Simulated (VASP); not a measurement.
Band structure of MoTe2 (2H layered). Calculation: revPBE GGA, VASP's PBE PAW potentials (set 64) (plane waves; VASP).

Without a dispersion term in the relaxation, distances and binding between the weakly bound layers, chains or molecules are unreliable, and so is what depends on them. Unless said otherwise, spin-orbit coupling is left out, though it shifts the bands of the heavy elements here.

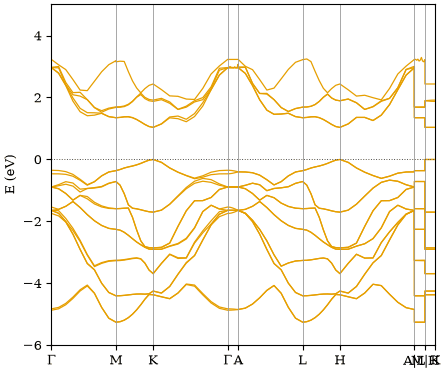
Fig. 1. Bands along high-symmetry lines, zero at the valence-band maximum or, without a gap, the Fermi level

Problem. Read the plot: is there a gap, and where are the band edges?

Solution. The gap is direct, 1.03 eV, from the valence maximum at K to the conduction minimum at K. (Edges off the drawn lines would not show.)

Measured: gap 1.06 eV at 4 K (computed value off by -0.03 eV), as given by Desman Perdamaian Gulo et al., Physical Review Materials (2023), doi:10.1103/physrevmaterials.7.044001.

The compound is MoTe2 in the 2H layered structure. It was relaxed first, which changed the volume by +40 %.
